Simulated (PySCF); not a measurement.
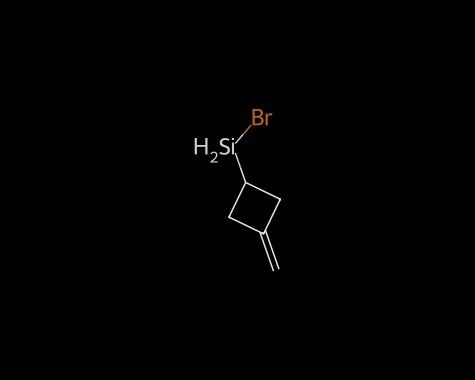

The drawing above gives the connectivity. Computed geometry: GFN2-xTB optimisation. No frequency run is at hand to confirm it as a minimum.

What does the molecule look like in three dimensions?

It has 16 atoms: 5 carbon, 9 hydrogen, 1 bromine and 1 silicon (C5H9BrSi). Its SMILES string is `C=C1CC([SiH2]Br)C1`. Independent rings (smallest set): 1 of 4 members. Among its groups: alkene, Si–H bond. This geometry has C1 symmetry. Coordination, clear cases only: 1 C trigonal planar; 1 Si tetrahedral.

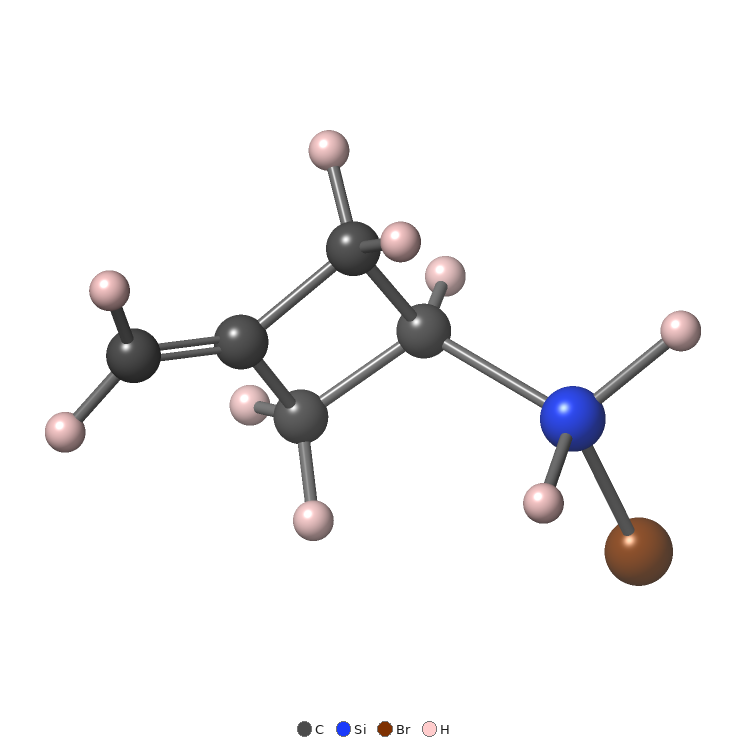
